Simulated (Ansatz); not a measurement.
# The pair Br···H₄OSi, charge −1: a pair, distance and slip

How does the energy of the pair Br···H₄OSi, charge −1 change over two coordinates at once? A grid of runs gives the map.

The runs use Ansatz 0.2.0; RKS PBE0-D4/def2-SVPD.

## Step 1: Starting geometry

7 atoms, charge -1, spin multiplicity 1.

Atoms are counted from 1 here; the program's logs count them from 0.

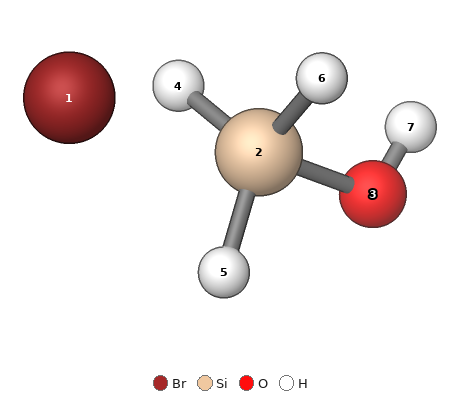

Start geometry, drawn with colours as in the key; atoms are numbered from 1 in the order of the file.

Coordinates:

```xyz
7
BrH4OSi
Br    0.9427    0.6862   -2.7129
Si    0.0469   -0.0877   -0.0436
O    -0.4625   -0.6539    1.5602
H     0.9858    1.0365    0.2916
H     0.6397   -1.3787   -0.5048
H    -1.2521    0.3499   -0.6590
H    -0.9005    0.0478    2.0685
```

This geometry comes from a loose relaxation at PBE in a small basis, which is not shown.

## Step 2: Relaxing the molecule

File input.yaml:

```yaml
crystal:
  periodic: [false, false, false]
  atoms:
    - { symbol: Br, position_ang: [0.942667, 0.686206, -2.712865] }
    - { symbol: Si, position_ang: [0.046946, -0.087677, -0.043626] }
    - { symbol: O, position_ang: [-0.462526, -0.653923, 1.56021] }
    - { symbol: H, position_ang: [0.985765, 1.036462, 0.291599] }
    - { symbol: H, position_ang: [0.639725, -1.378654, -0.504798] }
    - { symbol: H, position_ang: [-1.252076, 0.349904, -0.658978] }
    - { symbol: H, position_ang: [-0.900501, 0.047783, 2.068459] }
total_charge: -1
basis:
  gaussian: { orbitals: def2-SVPD }
hamiltonian:
  xc: pbe0
  dispersion: d4
output:
  forces: true
relax:
  f_tol: 0.003
  max_steps: 120
```

Started as:

```
> ansatz run input.yaml --threads 1 --pin off --max-ram 2560MiB --backend cpu --events-out ev --progress --plain --runs-dir out
```

Standard output (excerpt; [...] marks lines left out):

```text
Warning: RAYON_NUM_THREADS=1 ignored (pool sized by the plan → 1); use --threads N
[...]
Functional definition: PBE0
[...]
1206 factors; integrals over basis functions are off by at most 3.0e-4 eV
[...]
mean field -80013.59120348 eV, -2940.4452415680 hartree, gradient 1.6e-5 eV, S^2 0.000000; 0 other end points of the search recorded, 0 dependent functions left out
[...]
reference -80013.59124129 eV, -2940.4452429573 hartree; 31, 31 occupied and 89, 89 virtual orbitals, 1206 factors
relax step   1: F+E_penalty+E_count = -80013.70115427 eV  Δ(F+E_penalty+E_count) = +0.000e0 eV  max|allowed force component| = 6.059e-1 eV/Å  Δτ_max = 0.0000 Å  (23 SCF iters, accepted)
[...]
relax step   7: F+E_penalty+E_count = -80013.71507455 eV  Δ(F+E_penalty+E_count) = -3.191e-5 eV  max|allowed force component| = 3.236e-3 eV/Å  Δτ_max = 0.0044 Å  (23 SCF iters, accepted)
[...]
relax step   8: F+E_penalty+E_count = -80013.71507536 eV  Δ(F+E_penalty+E_count) = -8.123e-7 eV  max|allowed force component| = 4.342e-4 eV/Å  Δτ_max = 0.0006 Å  (18 SCF iters, accepted)
1206 factors; integrals over basis functions are off by at most 2.8e-4 eV
[...]
mean field -80013.60561005 eV, -2940.4457709994 hartree, gradient 2.1e-5 eV, S^2 0.000000; 1 other end points of the search recorded, 0 dependent functions left out
[...]
reference -80013.60564774 eV, -2940.4457723848 hartree; 31, 31 occupied and 89, 89 virtual orbitals, 1206 factors
Total energy: -80013.71511306 eV, -2940.4497951608 hartree
Atom 0 at     0.947436     0.693063    -2.724434 Å, force     0.000016     0.000045    -0.000035 eV/Å
Atom 1 at     0.040184    -0.094759    -0.025727 Å, force    -0.000140     0.000434     0.000100 eV/Å
Atom 2 at    -0.465497    -0.640556     1.555192 Å, force    -0.000127     0.000021     0.000269 eV/Å
Atom 3 at     0.977405     1.022126     0.287151 Å, force    -0.000173    -0.000127    -0.000002 eV/Å
Atom 4 at     0.635165    -1.365447    -0.505508 Å, force     0.000191    -0.000363    -0.000208 eV/Å
Atom 5 at    -1.238729     0.340973    -0.656771 Å, force     0.000108    -0.000022     0.000053 eV/Å
Atom 6 at    -0.895964     0.044701     2.070098 Å, force     0.000125     0.000012    -0.000178 eV/Å
Dipole moment:    -0.260229     0.089972     0.545693 e Å
```

Run time: 28 s. Hardware: 1 thread of Intel Xeon 6975P-C (Granite Rapids), shared host; peak memory 0.29 GiB.

Energy and force along the way:

| step | energy from step 1 (eV) | largest force component (eV/Å) |
| --- | --- | --- |
| 1 | 0.0000 | 0.6059 |
| 2 | -0.0103 | 0.2657 |
| 3 | -0.0129 | 0.0764 |
| 4 | -0.0131 | 0.1039 |
| 5 | -0.0136 | 0.0280 |
| 6 | -0.0139 | 0.0084 |
| 7 | -0.0139 | 0.0032 |
| 8 | -0.0139 | 0.0004 |

Bond lengths before and after, largest changes first:

| bond | before (Å) | after (Å) | change (Å) |
| --- | --- | --- | --- |
| Si2–O3 | 1.776 | 1.747 | -0.028 |
| O3–H7 | 0.971 | 0.959 | -0.012 |
| Si2–H6 | 1.503 | 1.491 | -0.011 |
| Si2–H4 | 1.502 | 1.491 | -0.011 |
| Si2–H5 | 1.494 | 1.483 | -0.011 |

## Step 3: The part SiH4O alone

File input.yaml:

```yaml
crystal:
  periodic: [false, false, false]
  atoms:
    - { symbol: Si, position_ang: [0.040184, -0.094759, -0.025727] }
    - { symbol: O, position_ang: [-0.465497, -0.640556, 1.555192] }
    - { symbol: H, position_ang: [0.977405, 1.022126, 0.287151] }
    - { symbol: H, position_ang: [0.635165, -1.365447, -0.505508] }
    - { symbol: H, position_ang: [-1.238729, 0.340973, -0.656771] }
    - { symbol: H, position_ang: [-0.895964, 0.044701, 2.070098] }
basis:
  gaussian: { orbitals: def2-SVPD }
hamiltonian:
  xc: pbe0
  dispersion: d4
output:
  forces: true
```

Started as:

```
> ansatz run input.yaml --threads 1 --pin off --max-ram 2560MiB --backend cpu --events-out ev --progress --plain --runs-dir out
```

Standard output (excerpt; [...] marks lines left out):

```text
Warning: RAYON_NUM_THREADS=1 ignored (pool sized by the plan → 1); use --threads N
[...]
[... 1 set-up line as earlier in the session ...]
[...]
686 factors; their error is unknown
[...]
mean field -9980.82871767 eV, -366.7886901258 hartree, gradient 1.8e-5 eV, S^2 0.000000; 0 other end points of the search recorded, 0 dependent functions left out
[...]
reference -9980.82874744 eV, -366.7886912198 hartree; 13, 13 occupied and 66, 66 virtual orbitals, 686 factors
Total energy: -9980.88145496 eV, -366.7906281854 hartree
Atom 0 at     0.040184    -0.094759    -0.025727 Å, force    -0.838813    -0.725850     2.493304 eV/Å
Atom 1 at    -0.465497    -0.640556     1.555192 Å, force     0.340706     0.335662    -1.042039 eV/Å
Atom 2 at     0.977405     1.022126     0.287151 Å, force     0.129774     0.063907    -0.564892 eV/Å
Atom 3 at     0.635165    -1.365447    -0.505508 Å, force     0.142161     0.223973    -0.495505 eV/Å
Atom 4 at    -1.238729     0.340973    -0.656771 Å, force     0.272703     0.107831    -0.504178 eV/Å
Atom 5 at    -0.895964     0.044701     2.070098 Å, force    -0.046530    -0.005523     0.113310 eV/Å
Dipole moment:    -0.020921     0.308172    -0.173628 e Å
```

Wall time 0.79 s (1 thread of Intel Xeon 6975P-C (Granite Rapids), shared host); peak memory 0.14 GiB.

## Step 4: Reference: Br− by itself

File input.yaml:

```yaml
crystal:
  periodic: [false, false, false]
  atoms:
    - { symbol: Br, position_ang: [0.947436, 0.693063, -2.724434] }
total_charge: -1
basis:
  gaussian: { orbitals: def2-SVPD }
hamiltonian:
  xc: pbe0
```

Started as:

```
> ansatz run input.yaml --threads 1 --pin off --max-ram 2560MiB --backend cpu --events-out ev --progress --plain --runs-dir out
```

Standard output:

```text
Warning: RAYON_NUM_THREADS=1 ignored (pool sized by the plan → 1); use --threads N
Engine: ansatz 0.2.0, x86_64-unknown-linux-gnu
[... 1 set-up line as earlier in the session ...]
  parameter a = 0.25
  parameter kappa = 0.804
  parameter beta = 0.06672455060314922
  exchange = (1 - a)*pbe_x(kappa = kappa, mu = beta*pi^2/3) + a*exact_x
  correlation = pbe_c(beta = beta)
276 factors; integrals over basis functions are off by at most 5.7e-5 eV
mean field evaluation 1: about -70030.5164 eV, gradient 2.9e1 eV
mean field evaluation 2: about -70030.5256 eV, gradient 3.2e1 eV
mean field evaluation 4: about -70032.1092 eV, gradient 1.9e-1 eV
mean field evaluation 8: about -70032.1111 eV, gradient 3.2e-4 eV
mean field -70032.11113746 eV, -2573.6326148317 hartree, gradient 9.8e-6 eV, S^2 0.000000; 0 other end points of the search recorded, 0 dependent functions left out
reference -70032.11115424 eV, -2573.6326154484 hartree; 18, 18 occupied and 23, 23 virtual orbitals, 276 factors
Total energy: -70032.11115424 eV, -2573.6326154484 hartree
```

It took 0.23 s on 1 thread of Intel Xeon 6975P-C (Granite Rapids), shared host; peak memory 0.088 GiB.

## Step 5: The grid

The axes are (1) separation of Si2 and Br1 along their line in the relaxed pair: 11 values from 2.481 to 5.081 Å; (2) sideways slip of Br1: 11 values from −1.5 Å.

Nothing else is relaxed (both partners rigid). Energies count from the ion and the molecule far apart, frozen as in the relaxed pair, each in its own basis (no counterpoise correction). Points are written as (first, second).

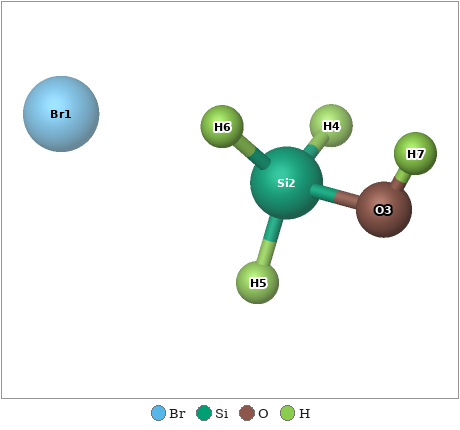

The geometry at (4.059 Å, 0.3 Å).

Below, 3 of the grid's runs; all are launched alike.

## Step 6: The run at (4.059 Å, 0.3 Å)

File input.yaml:

```yaml
crystal:
  periodic: [false, false, false]
  atoms:
    - { symbol: Br, position_ang: [1.181829, 1.265034, -3.688116] }
    - { symbol: Si, position_ang: [0.040184, -0.094759, -0.025727] }
    - { symbol: O, position_ang: [-0.465497, -0.640556, 1.555192] }
    - { symbol: H, position_ang: [0.977405, 1.022126, 0.287151] }
    - { symbol: H, position_ang: [0.635165, -1.365447, -0.505508] }
    - { symbol: H, position_ang: [-1.238729, 0.340973, -0.656771] }
    - { symbol: H, position_ang: [-0.895964, 0.044701, 2.070098] }
total_charge: -1
basis:
  gaussian: { orbitals: def2-SVPD }
hamiltonian:
  xc: pbe0
  dispersion: d4
output:
  forces: true
```

Started as:

```
> ansatz run input.yaml --threads 1 --pin off --max-ram 2560MiB --backend cpu --events-out ev --progress --plain --runs-dir out
```

Standard output (excerpt; [...] marks lines left out):

```text
Warning: RAYON_NUM_THREADS=1 ignored (pool sized by the plan → 1); use --threads N
[...]
[... 1 set-up line as earlier in the session ...]
[...]
1160 factors; integrals over basis functions are off by at most 8.7e-4 eV
[...]
mean field -80013.30639242 eV, -2940.4347749543 hartree, gradient 2.1e-5 eV, S^2 0.000000; 0 other end points of the search recorded, 0 dependent functions left out
[...]
reference -80013.30642980 eV, -2940.4347763281 hartree; 31, 31 occupied and 89, 89 virtual orbitals, 1160 factors
Total energy: -80013.39284643 eV, -2940.4379520807 hartree
Atom 0 at     1.181829     1.265034    -3.688116 Å, force    -0.075905    -0.095975     0.247533 eV/Å
Atom 1 at     0.040184    -0.094759    -0.025727 Å, force    -0.441820    -0.250274     1.217847 eV/Å
Atom 2 at    -0.465497    -0.640556     1.555192 Å, force     0.141986     0.137869    -0.432769 eV/Å
Atom 3 at     0.977405     1.022126     0.287151 Å, force     0.061145    -0.010065    -0.390627 eV/Å
Atom 4 at     0.635165    -1.365447    -0.505508 Å, force     0.088493     0.184667    -0.341092 eV/Å
Atom 5 at    -1.238729     0.340973    -0.656771 Å, force     0.230956     0.042127    -0.318430 eV/Å
Atom 6 at    -0.895964     0.044701     2.070098 Å, force    -0.004855    -0.008348     0.017538 eV/Å
Dipole moment:    -0.477041    -0.212458     1.273175 e Å
```

Wall time 2.9 s (1 thread of Intel Xeon 6975P-C (Granite Rapids), shared host); peak memory 0.27 GiB.

On the map this point reads −9.2 kcal/mol.

## Step 7: Grid point (2.755 Å, 1.2 Å)

Edit input.yaml of step 6 so:

```diff
@@ -3,3 +3,3 @@
   atoms:
-    - { symbol: Br, position_ang: [1.181829, 1.265034, -3.688116] }
+    - { symbol: Br, position_ang: [0.46655, 1.749213, -2.359823] }
     - { symbol: Si, position_ang: [0.040184, -0.094759, -0.025727] }
```

Started as:

```
> ansatz run input.yaml --threads 1 --pin off --max-ram 2560MiB --backend cpu --events-out ev --progress --plain --runs-dir out
```

Standard output (excerpt; [...] marks lines left out):

```text
Warning: RAYON_NUM_THREADS=1 ignored (pool sized by the plan → 1); use --threads N
[...]
[... 1 set-up line as earlier in the session ...]
[...]
1160 factors; integrals over basis functions are off by at most 8.7e-4 eV
[...]
mean field -80013.38259513 eV, -2940.4375753522 hartree, gradient 1.7e-5 eV, S^2 0.000000; 0 other end points of the search recorded, 0 dependent functions left out
[...]
reference -80013.38263192 eV, -2940.4375767044 hartree; 31, 31 occupied and 89, 89 virtual orbitals, 1160 factors
Total energy: -80013.49062606 eV, -2940.4415454157 hartree
Atom 0 at     0.466550     1.749213    -2.359823 Å, force     0.186275    -0.025021    -0.418251 eV/Å
Atom 1 at     0.040184    -0.094759    -0.025727 Å, force    -0.506187     0.742086     0.650627 eV/Å
Atom 2 at    -0.465497    -0.640556     1.555192 Å, force     0.072854    -0.221608    -0.010218 eV/Å
Atom 3 at     0.977405     1.022126     0.287151 Å, force     0.075598    -0.257381     0.100126 eV/Å
Atom 4 at     0.635165    -1.365447    -0.505508 Å, force     0.130194     0.035802    -0.331331 eV/Å
Atom 5 at    -1.238729     0.340973    -0.656771 Å, force     0.014148    -0.276585     0.074653 eV/Å
Atom 6 at    -0.895964     0.044701     2.070098 Å, force     0.027118     0.002707    -0.065606 eV/Å
Dipole moment:    -0.182142    -0.143084     0.530989 e Å
```

It took 3 s on 1 thread of Intel Xeon 6975P-C (Granite Rapids), shared host; peak memory 0.27 GiB.

Energy on the map's scale: −11.5 kcal/mol.

## Step 8: Grid point (2.963 Å, 0.0 Å)

Edit input.yaml of step 7 so:

```diff
@@ -3,3 +3,3 @@
   atoms:
-    - { symbol: Br, position_ang: [0.46655, 1.749213, -2.359823] }
+    - { symbol: Br, position_ang: [0.950165, 0.695433, -2.732552] }
     - { symbol: Si, position_ang: [0.040184, -0.094759, -0.025727] }
```

Started as:

```
> ansatz run input.yaml --threads 1 --pin off --max-ram 2560MiB --backend cpu --events-out ev --progress --plain --runs-dir out
```

Standard output (excerpt; [...] marks lines left out):

```text
Warning: RAYON_NUM_THREADS=1 ignored (pool sized by the plan → 1); use --threads N
[...]
[... 1 set-up line as earlier in the session ...]
[...]
1160 factors; integrals over basis functions are off by at most 8.7e-4 eV
[...]
mean field -80013.60575364 eV, -2940.4457762765 hartree, gradient 1.3e-5 eV, S^2 0.000000; 0 other end points of the search recorded, 0 dependent functions left out
[...]
reference -80013.60579133 eV, -2940.4457776616 hartree; 31, 31 occupied and 89, 89 virtual orbitals, 1160 factors
Total energy: -80013.71505016 eV, -2940.4497928492 hartree
Atom 0 at     0.950165     0.695433    -2.732552 Å, force    -0.004430    -0.003647     0.013066 eV/Å
Atom 1 at     0.040184    -0.094759    -0.025727 Å, force    -0.003543    -0.002396     0.010148 eV/Å
Atom 2 at    -0.465497    -0.640556     1.555192 Å, force     0.001340     0.002109    -0.004674 eV/Å
Atom 3 at     0.977405     1.022126     0.287151 Å, force     0.000645    -0.000230    -0.007009 eV/Å
Atom 4 at     0.635165    -1.365447    -0.505508 Å, force     0.001485     0.003490    -0.006026 eV/Å
Atom 5 at    -1.238729     0.340973    -0.656771 Å, force     0.004365     0.000939    -0.005488 eV/Å
Atom 6 at    -0.895964     0.044701     2.070098 Å, force     0.000138    -0.000265    -0.000018 eV/Å
Dipole moment:    -0.262552     0.088020     0.552557 e Å
```

Run time: 3 s. Hardware: 1 thread of Intel Xeon 6975P-C (Granite Rapids), shared host; peak memory 0.27 GiB.

On the map this point reads −16.7 kcal/mol.

## Step 9: Energy over the grid

121 points were computed. Energies in kcal/mol, from the ion and the molecule far apart, frozen as in the relaxed pair, each in its own basis (no counterpoise correction):

```
sideways slip of Br1 (Å) ↓, separation of Si2 and Br1 along their line in the relaxed pair (Å) →  2.481  2.585  2.755  2.963  3.202  3.467  3.753  4.059  4.384  4.725  5.081
                                                                                             1.5   −6.6   −8.6  −10.6  −11.4  −11.1  −10.1   −8.8   −7.4   −6.2   −5.2   −4.3
                                                                                             1.2   −6.2   −8.9  −11.5  −12.6  −12.3  −11.2   −9.6   −8.0   −6.6   −5.4   −4.5
                                                                                             0.9   −6.4   −9.6  −12.7  −13.9  −13.6  −12.2  −10.4   −8.5   −7.0   −5.7   −4.6
                                                                                             0.6   −7.1  −10.8  −14.0  −15.3  −14.7  −13.0  −11.0   −9.0   −7.2   −5.9   −4.8
                                                                                             0.3   −8.1  −11.9  −15.2  −16.3  −15.5  −13.6  −11.4   −9.2   −7.4   −6.0   −4.8
                                                                                             0.0   −8.6  −12.4  −15.7  −16.7  −15.8  −13.8  −11.5   −9.3   −7.4   −6.0   −4.8
                                                                                            −0.3   −8.1  −11.9  −15.2  −16.2  −15.4  −13.5  −11.3   −9.1   −7.3   −5.9   −4.8
                                                                                            −0.6   −6.3  −10.2  −13.6  −15.0  −14.5  −12.8  −10.8   −8.8   −7.1   −5.7   −4.6
                                                                                            −0.9   −3.8   −7.7  −11.5  −13.2  −13.1  −11.8  −10.0   −8.3   −6.7   −5.4   −4.4
                                                                                            −1.2   −1.4   −5.3   −9.2  −11.2  −11.5  −10.6   −9.1   −7.6   −6.3   −5.1   −4.2
                                                                                            −1.5   −0.1   −3.7   −7.4   −9.5  −10.0   −9.3   −8.2   −6.9   −5.8   −4.8   −4.0
```

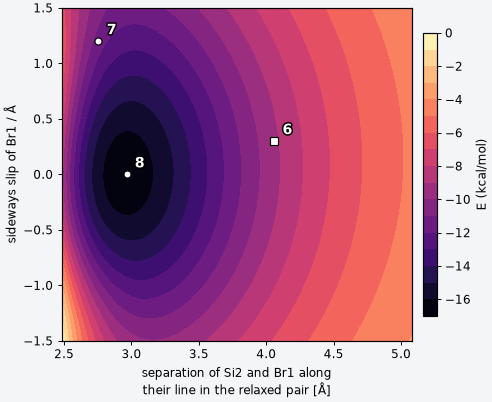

The map; numbers mark the steps of this session that print a point's run. The picture shows filled contours.

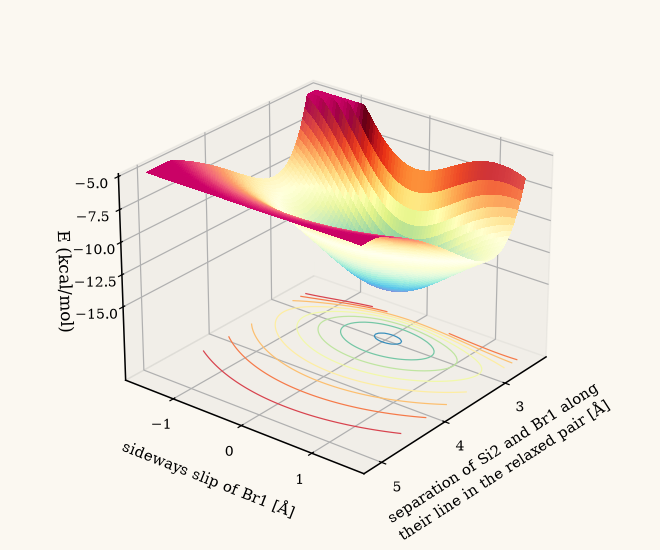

The same map in relief. The picture shows a relief with its contours projected below, any walls above the top of the colour scale cut off. Between grid points the surface is interpolated.

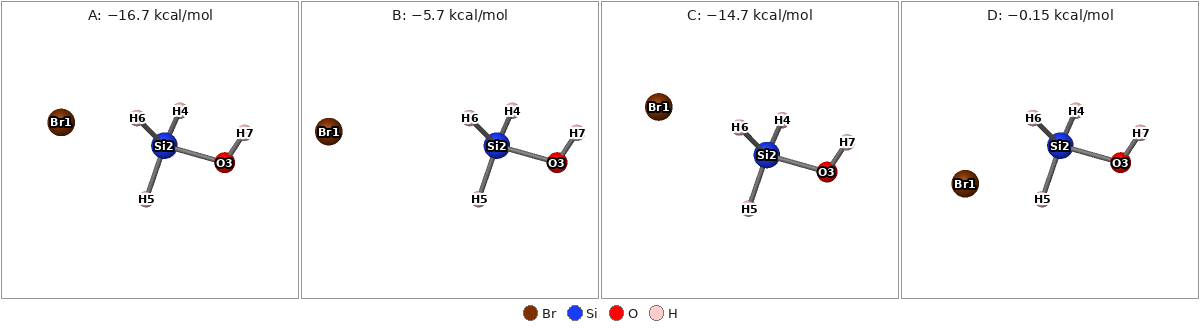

Structures on the grid, at one scale: A at (2.963 Å, 0.0 Å); B at (4.725 Å, −0.6 Å); C at (3.202 Å, 0.6 Å); D at (2.481 Å, −1.5 Å).

On the same grid, largest force on an atom (eV/Å):

| sideways slip of Br1 (Å) ↓, separation of Si2 and Br1 along their line in the relaxed pair (Å) → | 2.481 | 2.585 | 2.755 | 2.963 | 3.202 | 3.467 | 3.753 | 4.059 | 4.384 | 4.725 | 5.081 |
| --- | --- | --- | --- | --- | --- | --- | --- | --- | --- | --- | --- |
| 1.5 | 1.40 | 1.36 | 1.30 | 1.28 | 1.30 | 1.39 | 1.52 | 1.66 | 1.79 | 1.91 | 2.01 |
| 1.2 | 1.35 | 1.19 | 1.11 | 1.07 | 1.10 | 1.22 | 1.38 | 1.55 | 1.72 | 1.86 | 1.97 |
| 0.9 | 1.65 | 1.11 | 0.89 | 0.84 | 0.88 | 1.04 | 1.24 | 1.46 | 1.65 | 1.81 | 1.94 |
| 0.6 | 1.87 | 1.23 | 0.64 | 0.58 | 0.66 | 0.86 | 1.12 | 1.38 | 1.59 | 1.77 | 1.91 |
| 0.3 | 1.98 | 1.26 | 0.52 | 0.30 | 0.44 | 0.73 | 1.04 | 1.32 | 1.56 | 1.75 | 1.90 |
| 0.0 | 2.00 | 1.25 | 0.48 | 0.01 | 0.33 | 0.67 | 1.00 | 1.30 | 1.54 | 1.74 | 1.89 |
| −0.3 | 1.98 | 1.26 | 0.52 | 0.31 | 0.43 | 0.72 | 1.03 | 1.31 | 1.55 | 1.74 | 1.89 |
| −0.6 | 1.98 | 1.32 | 0.71 | 0.61 | 0.66 | 0.85 | 1.11 | 1.37 | 1.59 | 1.77 | 1.91 |
| −0.9 | 2.00 | 1.39 | 1.01 | 0.90 | 0.91 | 1.04 | 1.24 | 1.45 | 1.64 | 1.80 | 1.93 |
| −1.2 | 1.96 | 1.41 | 1.27 | 1.17 | 1.15 | 1.23 | 1.38 | 1.55 | 1.71 | 1.85 | 1.97 |
| −1.5 | 1.77 | 1.63 | 1.50 | 1.40 | 1.37 | 1.42 | 1.52 | 1.65 | 1.78 | 1.90 | 2.01 |

## Step 10: Summary of results

| quantity | value |
| --- | --- |
| lowest point | (2.963 Å, 0.0 Å), −16.7 kcal/mol |
| highest computed point | (2.481 Å, −1.5 Å), 16.5 kcal/mol above the lowest |
| largest force on an atom (eV/Å) | 0.01 at (2.963 Å, 0.0 Å) to 2.01 at (5.081 Å, 1.5 Å); 0.01 at the lowest point |
| time for the whole task | 6.5 min on 1 thread, shared host |

**Reading.** The lowest computed point is at (2.963 Å, 0.0 Å), −16.7 kcal/mol from the ion and the molecule far apart, frozen as in the relaxed pair, each in its own basis (no counterpoise correction). It is the only kind of minimum in the scanned range. The highest computed point, (2.481 Å, −1.5 Å), lies 16.5 kcal/mol above the lowest. Round the minimum the two coordinates are nearly uncoupled. Without a counterpoise correction the wells come out somewhat too deep.
